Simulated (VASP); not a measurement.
Band structure of PtS (relaxed from the wurtzite structure, space group P6_3mc). Level of theory: PBE GGA, VASP's PBE PAW potentials (set 64) (plane waves; VASP 6.6.1).

Unless said otherwise, spin-orbit coupling is left out, though it shifts the bands of the heavy elements here.

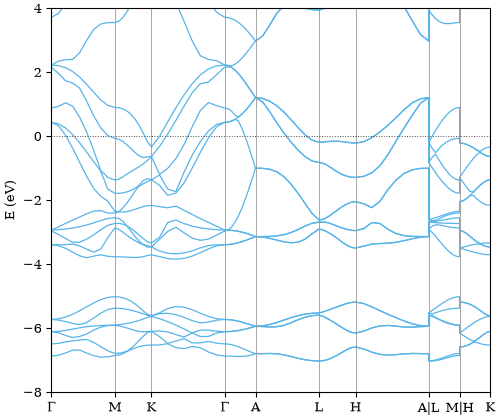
*Bands along high-symmetry lines, zero at the valence-band maximum or, without a gap, the Fermi level*

Task: Read the plot: is there a gap, and where are the band edges?

Result: It has no gap at this level: it comes out as a metal or semimetal. (Edges off the drawn lines would not show.)

The structure was generated: PtS was put into the wurtzite type (P6_3mc), which need not be its known phase. It was relaxed first, which changed the volume by -9 %.
